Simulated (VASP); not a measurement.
Band structure of HgS (zinc blende). Method: AM05 GGA, VASP's PBE PAW potentials (set 64) (plane waves; VASP).

Unless said otherwise, spin-orbit coupling is left out, though it shifts the bands of the heavy elements here.

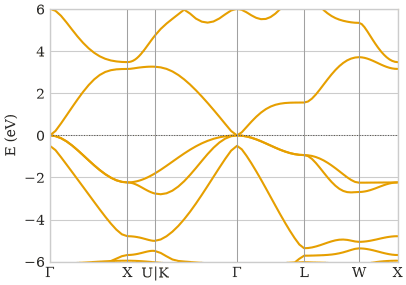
Figure. Bands along high-symmetry lines, zero at the valence-band maximum or, without a gap, the Fermi level

### Question
Read the plot: is there a gap, and where are the band edges?

### Answer
It has no gap at this level: it comes out as a metal or semimetal. (Edges off the drawn lines would not show.)

The compound is HgS in the zinc blende structure, metacinnabar; cinnabar is the stable form. It was relaxed first.
